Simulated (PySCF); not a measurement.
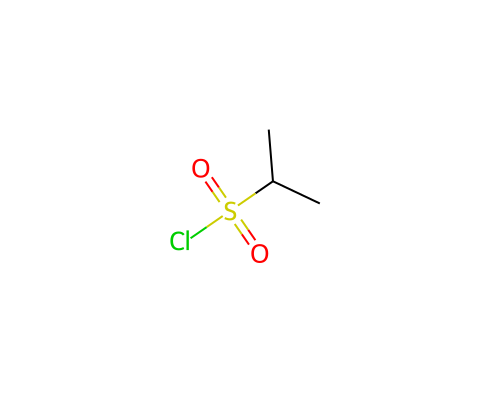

Give its SMILES.

CC(C)S(=O)(=O)Cl

Give the formula, hydrogens included.

C3H7ClO2S.

An optimisation with PBE0-D3(BJ)/def2-SVP gave a structure of which point group?

Cs. Other conformers may differ.

More results for the same structure follow; atom numbers are the same in all pictures, views and colours differ. Computed geometry: PBE0-D3(BJ)/def2-SVP optimisation. No frequency run is at hand to confirm it as a minimum.

**Geometry**

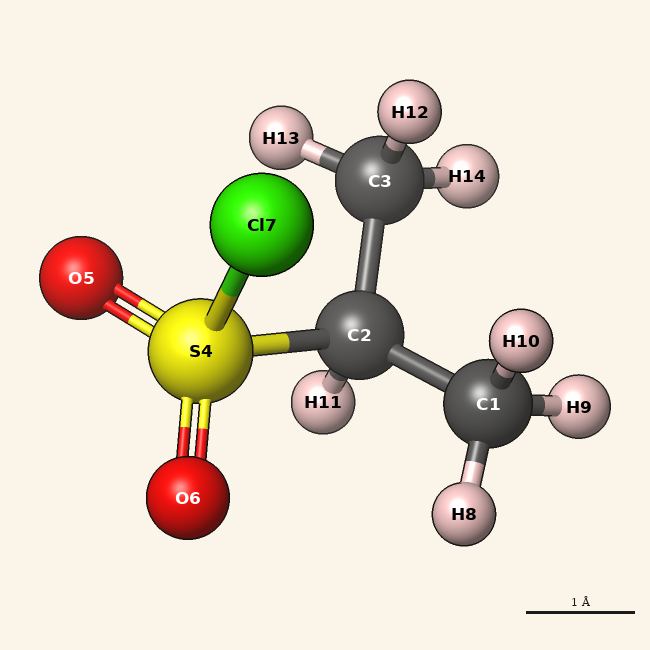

The atoms are numbered. No frequency run is at hand to confirm it as a minimum.

Give the bond lengths.

```tsv
bond	length (Å)	order
C1–C2	1.515	single
C1–H8	1.098	single
C1–H9	1.100	single
C1–H10	1.100	single
C2–C3	1.514	single
C2–S4	1.813	single
C2–H11	1.106	single
C3–H12	1.100	single
C3–H13	1.098	single
C3–H14	1.100	single
S4–O5	1.448	double
S4–O6	1.448	double
S4–Cl7	2.110	single
```

**Levels of theory compared**

No frequency run is at hand to confirm it as a minimum. Program: PySCF 2.14.0.

Compare HOMO–LUMO gap (eV) at these levels: PBE0/aug-cc-pVDZ; PBE0/cc-pVDZ; PBE0/cc-pVTZ; PBE0/def2-SVP; PBE0/def2-TZVP; PBE0/pcSseg-0.

```tsv
level	HOMO–LUMO gap (eV)
PBE0/aug-cc-pVDZ	7.11
PBE0/cc-pVDZ	7.21
PBE0/cc-pVTZ	7.32
PBE0/def2-SVP	7.30
PBE0/def2-TZVP	7.36
PBE0/pcSseg-0	6.70
```

**Dipole moment**

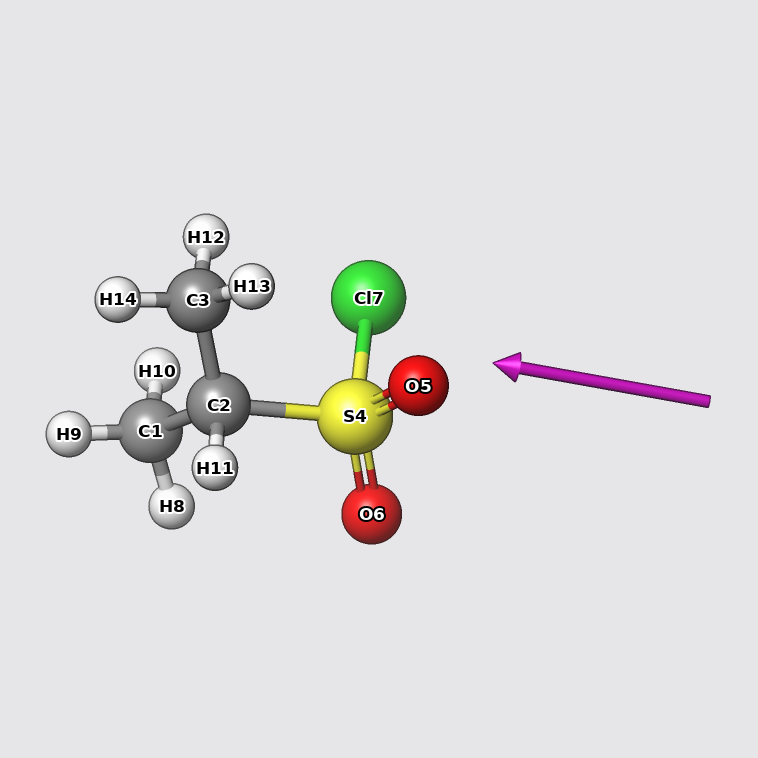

The arrow beside the molecule shows the direction of the dipole moment, from the negative to the positive end (its length means nothing). No frequency run is at hand to confirm it as a minimum. Level of theory: PBE0/aug-cc-pVDZ, gas phase (PySCF 2.14.0).

Estimate the dipole moment.

4.44 D; it points from the side of O5, O6 to the side of H9, H14 (the outermost atoms at the two ends).

**Quadrupole coupling**

No frequency run is at hand to confirm it as a minimum. Electric field gradients from the ground-state density, PBE0/cc-pVDZ (PySCF 2.14.0), non-relativistic apart from any core potentials.

Give the largest field-gradient component, the quadrupole coupling constant and the asymmetry for 33S at S4 (Q = −67.81 mb), 17O at O5 (Q = −25.6 mb), 35Cl at Cl7 (Q = −81.7 mb), 2H at H8 (Q = 2.86 mb), 2H at H9 (Q = 2.86 mb).

| atom | V_zz (a.u.) | e²qQ/h (MHz) | η |
| --- | --- | --- | --- |
| S4 | 0.790 | −12.59 | 0.21 |
| O5 | 1.395 | −8.39 | 0.30 |
| Cl7 | 3.008 | −57.7 | 0.08 |
| H8 | 0.296 | 0.199 | 0.03 |
| H9 | 0.299 | 0.201 | 0.03 |
